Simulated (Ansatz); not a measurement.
# Al$_{4}$As$_{3}$N: what the fields show

Input file:

```
crystal:
  lattice:
    - [1.9013708603, 1.097756978, 12.4661105625]
    - [-1.9013708603, 1.097756978, 12.4661105625]
    - [0.0, -2.195513956, 12.4661105625]
  atoms:
    - { symbol: "N", position: [-0.001250139, -0.001250139, -0.001250139] }
    - { symbol: As, position: [0.743115666, 0.743115666, 0.743115666] }
    - { symbol: As, position: [0.4996156845, 0.4996156845, 0.4996156845] }
    - { symbol: As, position: [0.2562076154, 0.2562076154, 0.2562076154] }
    - { symbol: Al, position: [0.6783038742, 0.6783038742, 0.6783038742] }
    - { symbol: Al, position: [0.43443343, 0.43443343, 0.43443343] }
    - { symbol: Al, position: [0.1910931569, 0.1910931569, 0.1910931569] }
    - { symbol: Al, position: [0.948480712, 0.948480712, 0.948480712] }
kpoints:
  mp_grid: { grid: [8, 8, 8] }
  band_path:
    path:
      - [[0.0, 0.0, 0.0], [-0.5, -0.5, -0.5], [-0.5, -0.1718362936213, -0.8281637063787]]
      - [[-0.1718362936213, 0.1718362936213, -0.5], [-3.609394397414e-16, 9.847401424781e-17, -0.5], [0.0, 0.0, 0.0], [-4.804691703015e-16, 0.3359181468106, -0.3359181468106]]
      - [[-0.3359181468106, 7.120077681157e-17, -0.6640818531894], [-0.5, 7.120077681157e-17, -0.5], [0.0, 0.0, 0.0]]
    npoints: 10
hamiltonian:
  xc: pbe
scf:
  occupations: { method: fermi_dirac, width: 0.02 }
  n_extra_bands: 6
output:
  forces: true
  stress: true
  eigenvalues: true
  write_density: true
  write_potential: true
  elf: true
  volumetric_format: npy
```

Run with:

```sh
ansatz run input.yaml --threads 4 --pin off --max-ram 6451MiB --backend cpu --events-out ev --progress --plain --runs-dir out
```

Below, planes, directions and counts refer to the conventional cell (a = 3.80 Å, b = 3.80 Å, c = 37.40 Å, α = 90.00°, β = 90.00°, γ = 120.00°).

Space group R3m; started from the ordered alloy on zincblende lattice prototype, which need not be the ambient phase; computed pressure about 2 GPa in this cell.

Method: DFT, PBE, plane waves, PAW (Ansatz).

Core electrons are frozen (PAW), and the valence fields are smoothed inside the atomic spheres.

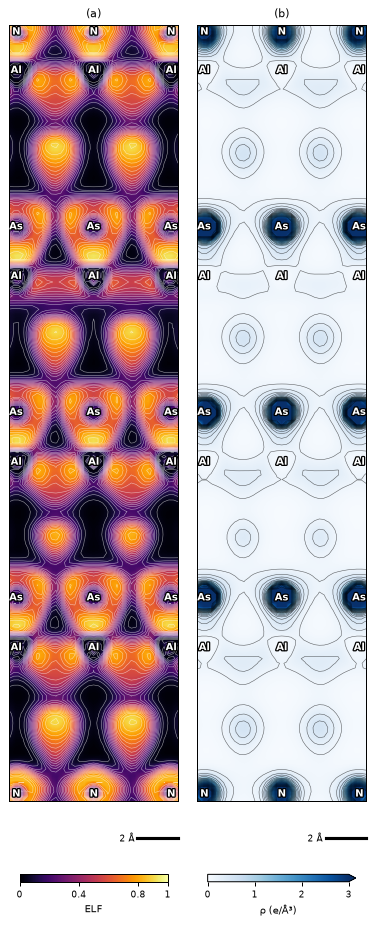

Figure 1. (a) electron localisation function; (b) valence pseudo-density on the (100) plane of the conventional cell.

Question: Interpret the plot.

Answer: Atoms in the plane: N, As and Al.
Al–N (1.88 Å): the density is about 0.71 e/Å³ at the midpoint; the ELF peaks at about 0.90 in the valence shell of N, 0.7 Å from its nucleus, and is about 0.90 at the midpoint.
Al–As (2.42 Å): ρ at the midpoint is about 0.51 e/Å³; the ELF peaks at about 0.95 in the valence shell of As, 1.5 Å from its nucleus, and is about 0.90 at the midpoint.
Between the atoms the lowest density in this plane is 0.02 e/Å³.

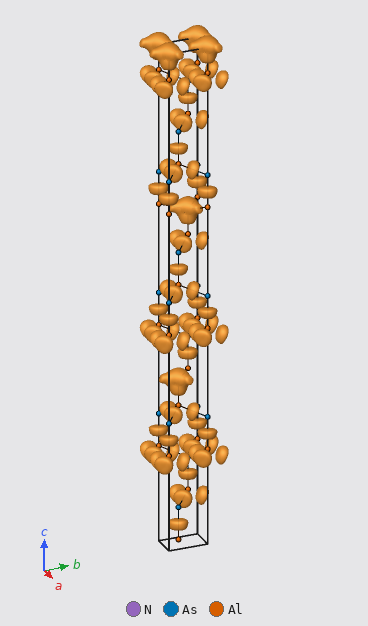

Figure 2. Isosurface of the ELF at 0.75 (orange), seen slightly off an axis. Only the valence region is drawn (cores and ρ < 0.01 e/Å³ removed). Sticks mark near contacts.

Question: Identify the bonds, lone pairs and shells in this picture.

Answer: The ELF exceeds this value in 36 regions between bonded Al–As atoms (shared pairs) and three regions on N in which the atom's valence shell and bonds are merged, counted in one cell of 24 atoms. Any copies at cell faces, edges or corners count once. Along the contacts the grid gives the following. Al–As (2.38 Å): the ELF peaks at about 0.90 between the atoms; localised, covalent bonding.
